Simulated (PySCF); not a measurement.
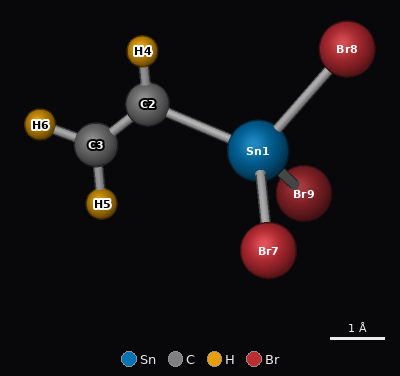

Starting structure of C2H3Br3Sn. The picture is a ball-and-stick view, seen at a tilt.

The start comes from GFN2-xTB. Its atoms were then displaced at random by about 0.03 Å.

All numbers below come from PySCF 2.14.0, density-fitted response routines, PBE0-D3(BJ)/def2-SVP geometry optimisation, gas phase.

```xyz
9

Sn   -0.1241    0.2493   -1.2657
C    -0.2137    0.2985    0.9619
C     0.3143   -0.6538    1.6223
H    -0.6134    1.1706    1.3678
H     0.8743   -1.5033    1.1621
H     0.3496   -0.6255    2.7240
Br    2.2150    0.3151   -2.2030
Br   -1.3251    2.3940   -2.2148
Br   -1.3441   -1.7143   -2.1803
```

### What does the optimiser find from here?

The atom that moves furthest after the best rigid fit is Br8 (0.11 Å). By element the largest moves are Br 0.11 Å, C 0.09 Å, Sn 0.08 Å, H 0.06 Å. Some distances before and after: Sn1–Br8 2.635 → 2.472 Å, Sn1–C2 2.230 → 2.123 Å, C2–C3 1.274 → 1.333 Å, C2–H4 1.042 → 1.096 Å. Bond angles that change, for instance: Br7–Sn1–Br9 109.8° → 105.9°, C3–C2–H4 125.7° → 122.0°, C2–Sn1–Br8 108.9° → 112.0°. The energy falls by 39.7 kJ/mol in 6 geometry steps.

Step by step:

```
step  E − E(0), kJ/mol
   0              0.00
   1            -36.19
   2            -38.98
   3            -39.69
   4            -39.48
   5            -39.69
   6            -39.73
```

The structure at the end:

```xyz
9

Sn   -0.1662    0.3089   -1.2306
C    -0.1747    0.3308    0.8918
C     0.3655   -0.6565    1.6060
H    -0.6346    1.2051    1.3654
H     0.8308   -1.5376    1.1519
H     0.3644   -0.6239    2.7020
Br    2.1404    0.2843   -2.1311
Br   -1.3007    2.2892   -2.1803
Br   -1.2921   -1.6695   -2.2008
```

After the run, drawn alike:

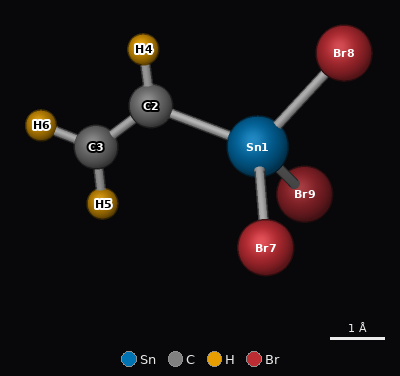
